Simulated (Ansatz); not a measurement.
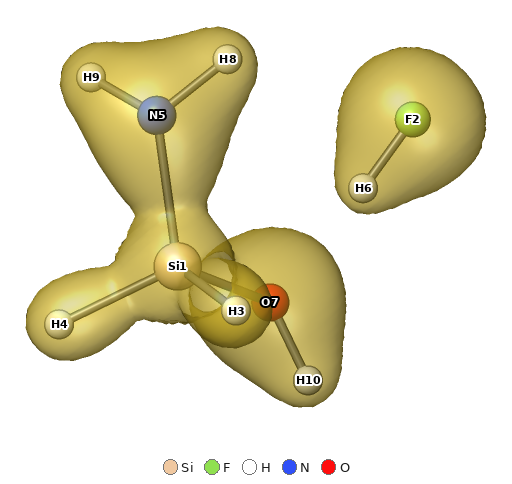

Figure 1: H$_{5}$NOSi···HF. Isosurface of the total electron density at 0.6 e/Å³ (yellow), seen at a tilt.

The product side of a reaction path; geometry: PBE0-D4/def2-TZVP.

These are results of RKS PBE0-D4/def2-TZVPP in Ansatz, not measurements.

```xyz
10

Si   -0.9156    0.2970   -0.0394
F     2.2900   -0.9894   -0.5575
H    -1.7828   -0.6758   -0.7487
H    -1.6524    1.5392    0.2934
N    -0.3038   -0.3546    1.3983
H     1.6575   -0.3278   -0.7880
O     0.3460    0.6616   -1.0838
H     0.2605   -1.1904    1.3837
H    -0.0336    0.2538    2.1536
H     0.1339    0.7863   -2.0117
```

### What does this surface tell about the bonding?

At this value the surface falls into two separate pieces. It bridges the sampled Si–O (1.68 Å), Si–N (1.69 Å) and F–H (0.94 Å) contacts, where the density stays above the isovalue. It is pinched off along the sampled O···H (1.67 Å) contacts. On the grid the lowest density along these lines, outside the cores, is 0.32 e/Å³ (O···H, 1.67 Å), 0.95 e/Å³ (Si–O, 1.68 Å), 1 e/Å³ (Si–N, 1.69 Å) and 2.3 e/Å³ (F–H, 0.94 Å).
